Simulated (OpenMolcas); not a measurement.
## BBrCl2 (charge +1): single-point calculation (part 3 of 3)

BBrCl2, charge +1, multiplicity 2; M06-2X/cc-pVDZ, UKS (OpenMolcas 26.06). The geometry is that of the parent species in another charge or spin state. The geometry comes from this level: PBE0-D4/def2-TZVP.

Geometry of the input (Å):
```
Cl 0.5821  0.6660  1.5108
B  0.0372  -0.0381  0.0221
Cl 0.4443  -1.6792  -0.3656
Br -1.0081  0.9911  -1.1876
```

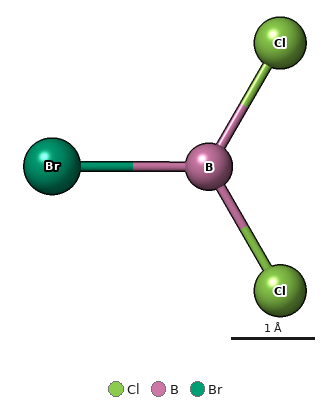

Fig. 1: The input geometry (ball-and-stick view, seen on its broad side).

Output, continued:
```
      Basis set list:
        1 CL1    1s                 17 CL1    3d1+               33 CL3    1s                 49 CL3    3d1+               65 BR4    2pz
        2 CL1    1s                 18 CL1    3d2+               34 CL3    1s                 50 CL3    3d2+               66 BR4    2pz
        3 CL1    1s                 19 B2     1s                 35 CL3    1s                 51 BR4    1s                 67 BR4    2pz
        4 CL1    1s                 20 B2     1s                 36 CL3    1s                 52 BR4    1s                 68 BR4    3d2-
        5 CL1    2px                21 B2     1s                 37 CL3    2px                53 BR4    1s                 69 BR4    3d2-
        6 CL1    2px                22 B2     2px                38 CL3    2px                54 BR4    1s                 70 BR4    3d1-
        7 CL1    2px                23 B2     2px                39 CL3    2px                55 BR4    1s                 71 BR4    3d1-
        8 CL1    2py                24 B2     2py                40 CL3    2py                56 BR4    2px                72 BR4    3d0
        9 CL1    2py                25 B2     2py                41 CL3    2py                57 BR4    2px                73 BR4    3d0
       10 CL1    2py                26 B2     2pz                42 CL3    2py                58 BR4    2px                74 BR4    3d1+
       11 CL1    2pz                27 B2     2pz                43 CL3    2pz                59 BR4    2px                75 BR4    3d1+
       12 CL1    2pz                28 B2     3d2-               44 CL3    2pz                60 BR4    2py                76 BR4    3d2+
       13 CL1    2pz                29 B2     3d1-               45 CL3    2pz                61 BR4    2py                77 BR4    3d2+
       14 CL1    3d2-               30 B2     3d0                46 CL3    3d2-               62 BR4    2py
       15 CL1    3d1-               31 B2     3d1+               47 CL3    3d1-               63 BR4    2py
       16 CL1    3d0                32 B2     3d2+               48 CL3    3d0                64 BR4    2pz

  Index Energy  Occupation Coefficients ...

    1 -485.7459    2.0000         51 BR4    1s     ( 1.000),

    2 -102.9053    2.0000         33 CL3    1s     ( 1.000),

    3 -102.9053    2.0000          1 CL1    1s     ( 1.000),

    4  -63.7358    2.0000         52 BR4    1s     ( 1.000),

    5  -57.5567    2.0000         60 BR4    2py    ( 0.780),    64 BR4    2pz    ( 0.624),

    6  -57.5564    2.0000         56 BR4    2px    ( 0.550),    60 BR4    2py    (-0.541),    64 BR4    2pz    ( 0.636),

    7  -57.5551    2.0000         56 BR4    2px    ( 0.834),    64 BR4    2pz    (-0.454),

    8  -10.0434    2.0000          2 CL1    1s     (-0.687),    34 CL3    1s     ( 0.739),

    9  -10.0408    2.0000          2 CL1    1s     ( 0.738),    34 CL3    1s     ( 0.686),

   10   -9.2371    2.0000         53 BR4    1s     (-0.984),

   11   -7.7713    2.0000         40 CL3    2py    (-0.879),    43 CL3    2pz    (-0.449),

   12   -7.7704    2.0000          8 CL1    2py    (-0.631),    11 CL1    2pz    (-0.746),

   13   -7.7656    2.0000         37 CL3    2px    ( 0.818),    43 CL3    2pz    (-0.445),

   14   -7.7651    2.0000          5 CL1    2px    (-0.818),    11 CL1    2pz    ( 0.445),

   15   -7.4301    2.0000         19 B2     1s     ( 1.003),

   16   -7.1883    2.0000         57 BR4    2px    ( 0.833),    65 BR4    2pz    (-0.453),

   17   -7.2275    2.0000         61 BR4    2py    (-0.767),    65 BR4    2pz    (-0.614),

   18   -7.2761    2.0000         57 BR4    2px    (-0.538),    61 BR4    2py    ( 0.530),    65 BR4    2pz    (-0.622),

   19   -7.7791    2.0000          5 CL1    2px    (-0.364),     8 CL1    2py    ( 0.486),    11 CL1    2pz    (-0.333),    37 CL3    2px    (-0.389),
                                  43 CL3    2pz    (-0.547),

   20   -7.7476    2.0000          5 CL1    2px    (-0.370),     8 CL1    2py    ( 0.499),    11 CL1    2pz    (-0.334),    37 CL3    2px    ( 0.372),
                                  43 CL3    2pz    ( 0.525),

   21   -3.2252    2.0000         68 BR4    3d2-   (-0.536),    74 BR4    3d1+   ( 0.721),    76 BR4    3d2+   (-0.382),

   22   -3.2253    2.0000         70 BR4    3d1-   ( 0.444),    72 BR4    3d0    (-0.498),    76 BR4    3d2+   ( 0.626),

   23   -3.2588    2.0000         70 BR4    3d1-   ( 0.852),    76 BR4    3d2+   (-0.455),

   24   -2.0636    2.0000          9 CL1    2py    ( 0.251),    12 CL1    2pz    ( 0.335),    24 B2     2py    (-0.330),    26 B2     2pz    (-0.264),
                                  41 CL3    2py    ( 0.386),    68 BR4    3d2-   ( 0.295),    72 BR4    3d0    ( 0.502),    74 BR4    3d1+   ( 0.272),
                                  76 BR4    3d2+   ( 0.327),

   25   -1.8941    2.0000          6 CL1    2px    (-0.429),    12 CL1    2pz    ( 0.233),    38 CL3    2px    ( 0.428),    44 CL3    2pz    (-0.233),
                                  68 BR4    3d2-   ( 0.465),    72 BR4    3d0    (-0.343),    74 BR4    3d1+   ( 0.350),

   26   -1.9441    2.0000          6 CL1    2px    ( 0.421),    38 CL3    2px    (-0.420),    68 BR4    3d2-   ( 0.472),    72 BR4    3d0    (-0.348),
                                  74 BR4    3d1+   ( 0.355),

   27   -0.8565    2.0000         12 CL1    2pz    (-0.417),    20 B2     1s     ( 0.734),    41 CL3    2py    ( 0.480),

   28   -1.9411    2.0000          9 CL1    2py    (-0.248),    12 CL1    2pz    (-0.341),    24 B2     2py    ( 0.353),    26 B2     2pz    ( 0.281),
                                  41 CL3    2py    (-0.396),    68 BR4    3d2-   ( 0.273),    72 BR4    3d0    ( 0.464),    74 BR4    3d1+   ( 0.251),
                                  76 BR4    3d2+   ( 0.302),

   29   -0.6530    2.0000          6 CL1    2px    ( 0.521),    12 CL1    2pz    (-0.283),    22 B2     2px    ( 0.270),    38 CL3    2px    ( 0.521),
                                  44 CL3    2pz    (-0.284),    58 BR4    2px    (-0.297),

   30   -1.1349    2.0000          3 CL1    1s     (-0.735),    35 CL3    1s     (-0.697),

   31   -1.0914    2.0000          3 CL1    1s     ( 0.690),    35 CL3    1s     (-0.729),

   32   -0.7581    1.9999         20 B2     1s     ( 0.318),    26 B2     2pz    (-0.294),    58 BR4    2px    ( 0.501),    62 BR4    2py    (-0.493),
                                  66 BR4    2pz    ( 0.580),

   33   -0.6825    1.9999         58 BR4    2px    ( 0.828),    66 BR4    2pz    (-0.450),

   34   -0.6780    1.9998          6 CL1    2px    (-0.328),     9 CL1    2py    ( 0.513),    38 CL3    2px    (-0.348),    44 CL3    2pz    (-0.534),

   35   -1.1767    1.9993         54 BR4    1s     ( 1.064),

   36   -0.6389    1.9988          6 CL1    2px    (-0.288),     9 CL1    2py    ( 0.533),    38 CL3    2px    ( 0.316),    44 CL3    2pz    ( 0.538),
                                  62 BR4    2py    ( 0.328),

   37   -0.5541    1.0000         62 BR4    2py    ( 0.795),    66 BR4    2pz    ( 0.636),

   38    0.0900    0.0012         62 BR4    2py    (-1.068),    63 BR4    2py    ( 0.902),    66 BR4    2pz    (-0.854),    67 BR4    2pz    ( 0.722),

   39    0.2365    0.0007         54 BR4    1s     ( 0.817),    55 BR4    1s     (-0.908),    71 BR4    3d1-   ( 0.809),    77 BR4    3d2+   (-0.498),

   40    0.0909    0.0002          4 CL1    1s     (-0.341),     6 CL1    2px    (-0.463),     9 CL1    2py    ( 0.584),    10 CL1    2py    (-0.378),
                                  12 CL1    2pz    (-0.446),    21 B2     1s     (-0.568),    23 B2     2px    ( 0.570),    25 B2     2py    (-0.562),
                                  27 B2     2pz    ( 0.659),    36 CL3    1s     (-0.342),    38 CL3    2px    (-0.477),    41 CL3    2py    ( 0.341),
                                  44 CL3    2pz    (-0.641),    45 CL3    2pz    ( 0.415),    55 BR4    1s     ( 0.599),    66 BR4    2pz    ( 0.339),

   41   -0.0625    0.0001         22 B2     2px    (-0.681),    58 BR4    2px    ( 1.208),    59 BR4    2px    (-1.088),    66 BR4    2pz    (-0.657),

   42    0.2157    0.0001         20 B2     1s     ( 0.956),    21 B2     1s     (-0.916),    22 B2     2px    (-0.578),    23 B2     2px    ( 0.674),
                                  24 B2     2py    ( 0.569),    25 B2     2py    (-0.664),    26 B2     2pz    (-0.669),    27 B2     2pz    ( 0.780),
                                  58 BR4    2px    (-0.965),    59 BR4    2px    ( 0.933),    62 BR4    2py    ( 0.950),    63 BR4    2py    (-0.918),
                                  66 BR4    2pz    (-1.116),    67 BR4    2pz    ( 1.079),

   43    0.5047    0.0000          3 CL1    1s     (-0.617),     4 CL1    1s     ( 0.571),    14 CL1    3d2-   ( 0.409),    15 CL1    3d1-   ( 0.365),
                                  35 CL3    1s     ( 0.662),    36 CL3    1s     (-0.607),    49 CL3    3d1+   ( 0.479),

   44    0.3989    0.0000          3 CL1    1s     ( 0.858),     4 CL1    1s     (-0.687),    21 B2     1s     (-0.473),    35 CL3    1s     ( 0.823),
                                  36 CL3    1s     (-0.655),    54 BR4    1s     ( 0.475),    55 BR4    1s     (-0.658),

   45    0.2012    0.0000         58 BR4    2px    (-1.253),    59 BR4    2px    ( 1.557),    67 BR4    2pz    (-0.847),

   46    0.4458    0.0000         12 CL1    2pz    (-0.488),    13 CL1    2pz    ( 0.510),    24 B2     2py    (-0.601),    25 B2     2py    ( 0.517),
                                  26 B2     2pz    (-0.478),    27 B2     2pz    ( 0.412),    41 CL3    2py    (-0.529),    42 CL3    2py    ( 0.553),
                                  69 BR4    3d2-   ( 0.379),    73 BR4    3d0    ( 0.645),    75 BR4    3d1+   ( 0.349),    77 BR4    3d2+   ( 0.420),

   47    0.2444    0.0000          9 CL1    2py    ( 0.558),    12 CL1    2pz    ( 0.776),    13 CL1    2pz    (-0.592),    20 B2     1s     ( 1.040),
                                  21 B2     1s     (-0.690),    41 CL3    2py    (-0.890),    42 CL3    2py    ( 0.667),

   48    0.4217    0.0000          6 CL1    2px    ( 0.686),     7 CL1    2px    (-0.728),    12 CL1    2pz    (-0.373),    13 CL1    2pz    ( 0.396),
                                  38 CL3    2px    (-0.686),    39 CL3    2px    ( 0.728),    44 CL3    2pz    ( 0.373),    45 CL3    2pz    (-0.396),
                                  69 BR4    3d2-   ( 0.517),    73 BR4    3d0    (-0.381),    75 BR4    3d1+   ( 0.389),

   49    0.3311    0.0000          6 CL1    2px    (-0.738),     7 CL1    2px    ( 0.789),    12 CL1    2pz    ( 0.402),    13 CL1    2pz    (-0.429),
                                  38 CL3    2px    ( 0.738),    39 CL3    2px    (-0.789),    44 CL3    2pz    (-0.401),    45 CL3    2pz    ( 0.429),
                                  69 BR4    3d2-   ( 0.454),

   50    0.4201    0.0000          4 CL1    1s     ( 0.982),    12 CL1    2pz    ( 0.803),    13 CL1    2pz    (-0.951),    25 B2     2py    (-1.571),
                                  27 B2     2pz    (-1.257),    36 CL3    1s     (-0.982),    41 CL3    2py    ( 0.887),    42 CL3    2py    (-1.018),

   51    0.7116    0.0000         54 BR4    1s     ( 4.349),    55 BR4    1s     (-7.764),

   52    0.4088    0.0000         71 BR4    3d1-   ( 0.499),    73 BR4    3d0    (-0.560),    77 BR4    3d2+   ( 0.704),

   53    0.3989    0.0000         69 BR4    3d2-   (-0.613),    75 BR4    3d1+   ( 0.792),

   54    0.5294    0.0000          7 CL1    2px    (-0.806),     9 CL1    2py    (-0.955),    10 CL1    2py    ( 1.252),    39 CL3    2px    ( 0.860),
                                  44 CL3    2pz    (-0.993),    45 CL3    2pz    ( 1.313),    63 BR4    2py    (-0.680),

   55    0.3957    0.0000          7 CL1    2px    ( 0.819),    10 CL1    2py    (-1.218),    21 B2     1s     ( 1.043),    23 B2     2px    (-1.301),
                                  25 B2     2py    ( 1.281),    27 B2     2pz    (-1.505),    39 CL3    2px    ( 0.861),    44 CL3    2pz    (-0.753),
                                  45 CL3    2pz    ( 1.281),    55 BR4    1s     (-1.010),

   56    0.5343    0.0000         21 B2     1s     ( 2.340),    55 BR4    1s     (-3.846),

   57    0.8437    0.0000          4 CL1    1s     ( 2.023),    25 B2     2py    (-1.442),    27 B2     2pz    (-1.153),    36 CL3    1s     (-2.023),

   58    0.4563    0.0000          6 CL1    2px    ( 0.805),     7 CL1    2px    (-1.314),    13 CL1    2pz    ( 0.715),    23 B2     2px    ( 1.311),
                                  27 B2     2pz    (-0.713),    38 CL3    2px    ( 0.805),    39 CL3    2px    (-1.313),    45 CL3    2pz    ( 0.714),
                                  58 BR4    2px    ( 0.662),    59 BR4    2px    (-1.151),

   59    0.6721    0.0000         20 B2     1s     ( 1.363),    32 B2     3d2+   (-0.706),

   60    0.7588    0.0000         35 CL3    1s     ( 3.783),    36 CL3    1s     (-5.464),

   61    0.7566    0.0000          3 CL1    1s     (-3.734),     4 CL1    1s     ( 5.386),

   62    0.4484    0.0000          3 CL1    1s     (-1.434),     4 CL1    1s     ( 1.907),    20 B2     1s     (-1.009),    21 B2     1s     ( 1.003),
                                  35 CL3    1s     (-1.423),    36 CL3    1s     ( 1.891),

   63    0.3596    0.0000          4 CL1    1s     ( 0.907),    36 CL3    1s     (-0.907),    62 BR4    2py    (-1.102),    63 BR4    2py    ( 1.704),
                                  66 BR4    2pz    (-0.881),    67 BR4    2pz    ( 1.363),

   64    0.6030    0.0000          4 CL1    1s     (-1.742),    10 CL1    2py    ( 0.999),    21 B2     1s     ( 1.752),    23 B2     2px    ( 0.902),
                                  25 B2     2py    (-0.887),    27 B2     2pz    ( 1.044),    36 CL3    1s     (-1.740),

   65    0.3966    0.0000          6 CL1    2px    ( 0.378),     7 CL1    2px    (-0.488),    13 CL1    2pz    ( 0.265),    14 CL1    3d2-   (-0.371),
                                  23 B2     2px    (-0.291),    32 B2     3d2+   ( 0.261),    38 CL3    2px    ( 0.382),    39 CL3    2px    (-0.494),
                                  45 CL3    2pz    ( 0.268),    46 CL3    3d2-   ( 0.266),    48 CL3    3d0    (-0.335),    49 CL3    3d1+   ( 0.297),
                                  59 BR4    2px    ( 0.270),

   66    0.4257    0.0000          6 CL1    2px    (-0.294),     7 CL1    2px    ( 0.441),    13 CL1    2pz    (-0.240),    14 CL1    3d2-   ( 0.397),
                                  16 CL1    3d0    (-0.297),    17 CL1    3d1+   ( 0.301),    38 CL3    2px    ( 0.289),    39 CL3    2px    (-0.434),
                                  45 CL3    2pz    ( 0.236),    46 CL3    3d2-   ( 0.397),    48 CL3    3d0    (-0.286),    49 CL3    3d1+   ( 0.294),

   67    0.3923    0.0000          4 CL1    1s     (-1.201),    25 B2     2py    ( 1.119),    27 B2     2pz    ( 0.894),    36 CL3    1s     ( 1.205),

   68    0.8198    0.0000          3 CL1    1s     ( 1.835),     4 CL1    1s     (-3.634),    21 B2     1s     ( 3.383),    35 CL3    1s     ( 1.843),
                                  36 CL3    1s     (-3.649),

   69    0.7275    0.0000          3 CL1    1s     ( 1.479),     4 CL1    1s     (-2.648),    35 CL3    1s     (-1.468),    36 CL3    1s     ( 2.625),
                                  42 CL3    2py    ( 1.427),

   70    0.4838    0.0000         20 B2     1s     ( 3.123),    21 B2     1s     (-4.508),

   71    0.7182    0.0000         29 B2     3d1-   ( 0.483),    30 B2     3d0    (-0.531),    32 B2     3d2+   ( 0.687),

   72    0.4522    0.0000         22 B2     2px    ( 0.516),    23 B2     2px    (-1.008),    27 B2     2pz    ( 0.578),

--

++    Molecular properties:
      ---------------------

      Charge (e):
                      =    1.0000
      Dipole Moment (debye):
      Origin of the operator (angstrom)=   -0.2706    0.2650   -0.3342
                   X= -6.4348E-01               Y=  6.3344E-01               Z= -7.4419E-01           Total=  1.1701E+00
      Center of Charge (angstrom)
                     X=   -0.40454701               Y=    0.39688984               Z=   -0.48917796
      Quadrupole Moment (debye*angstrom):
      Origin of the operator (angstrom)=   -0.2706    0.2650   -0.3342
                  XX= -4.1816E+01              XY= -3.0215E+00              XZ=  3.9797E+00              YY= -3.8237E+01
                  YZ= -7.9235E-01              ZZ= -3.8350E+01
      In traceless form (debye*angstrom)
                  XX= -3.5226E+00              XY= -4.5323E+00              XZ=  5.9695E+00              YY=  1.8463E+00
                  YZ= -1.1885E+00              ZZ=  1.6763E+00
--

--- Stop Module: scf /rc=_RC_ALL_IS_WELL_ ---
--- Module scf spent 53 seconds ---

.##################.
.# Happy landing! #.
.##################.

    Timing: Wall=56.40 User=51.24 System=5.12
```

Key numbers:

| quantity | value |
| --- | --- |
| outcome | converged |
| total energy | −3519.096687 hartree |
| basis functions | 77 |
| ⟨S²⟩ | 0.755 |
| wall time | 57 s |
| peak memory | 0.44 GiB |
